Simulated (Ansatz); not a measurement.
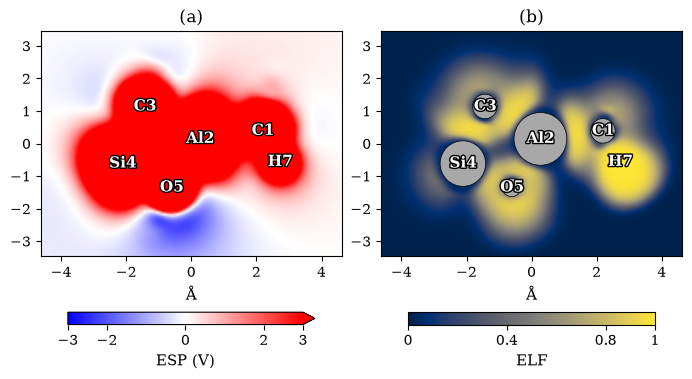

Figure 1: C₂H₇AlOSi. (a) molecular electrostatic potential; (b) ELF on the plane of atoms Al2, O5 and Si4. Grey discs cover the atomic cores in the ELF map.

Geometry: PBE0-D4/def2-TZVP.

All numbers below come from Ansatz, RKS PBE0-D4/def2-TZVPP.

```yaml
atoms:
  - { symbol: C, position_ang: [-1.5076, 0.7293, 1.7870] }
  - { symbol: Al, position_ang: [-0.3359, 0.0477, 0.4042] }
  - { symbol: C, position_ang: [0.9223, 0.6245, -1.0043] }
  - { symbol: Si, position_ang: [1.0294, -1.2371, -1.2489] }
  - { symbol: O, position_ang: [-0.0501, -1.6079, -0.0315] }
  - { symbol: H, position_ang: [-2.3265, 1.3117, 1.3534] }
  - { symbol: H, position_ang: [-1.9445, -0.0823, 2.3740] }
  - { symbol: H, position_ang: [-0.9708, 1.3948, 2.4695] }
  - { symbol: H, position_ang: [0.5054, 1.1913, -1.8395] }
  - { symbol: H, position_ang: [1.8411, 1.1160, -0.6777] }
  - { symbol: H, position_ang: [0.5430, -1.7196, -2.5705] }
  - { symbol: H, position_ang: [2.3712, -1.8239, -0.9818] }
```

Interpret the plot.

Answer. The plane passes through C, Al, Si, O and H nuclei.
Si–O (1.67 Å): the ELF peaks at about 0.85 between the atoms (a polar covalent bond).
Al–O (1.74 Å): the ELF peaks at about 0.85 in the valence shell of O, 0.7 Å from its nucleus, and is about 0.40 at the midpoint.
C–Si (1.88 Å): the ELF peaks at about 0.95 between the atoms: a shared electron pair.
C–Al (1.94 Å): the ELF peaks at about 0.95 between the atoms: a shared but strongly polarised pair.
Al–Si (2.50 Å): the ELF is about 0.25 at the midpoint.
The ELF also peaks beside O5, away from the bonds: lone-pair regions.
Outside the dense part of the molecule the potential is most negative (−2.2 V) near O5.
